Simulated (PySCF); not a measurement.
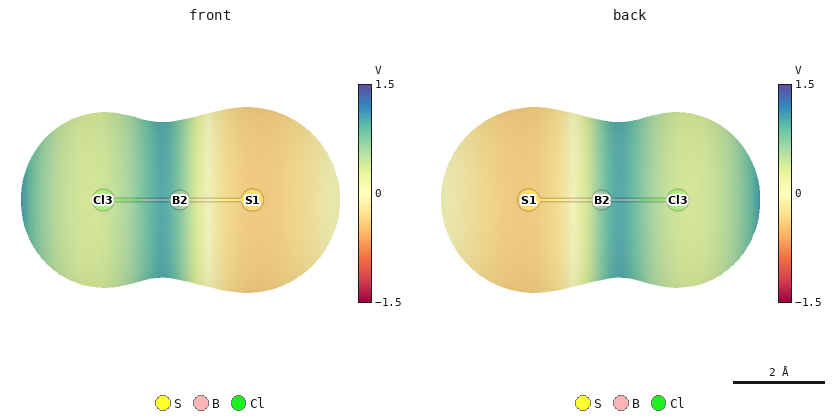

Figure 1: BClS (Chlorothioborine). The electrostatic potential painted on the density surface at 0.002 e/bohr³, seen from the front and from behind; the colour scale runs from red (negative) to blue (positive).

Geometry: PBE0-D3(BJ)/def2-SVP.

Theory: B3LYP/def2-SVPD, SCF density, gas phase in PySCF 2.14.0.

**Describe the electrostatic potential map.**

The most negative region (about −0.4 V) lies over S1, the most positive (about +1.1 V) over Cl3. Cl3 shows a σ-hole: about +1.1 V at the tip opposite its bond, against about +0.4 V on its flanks.
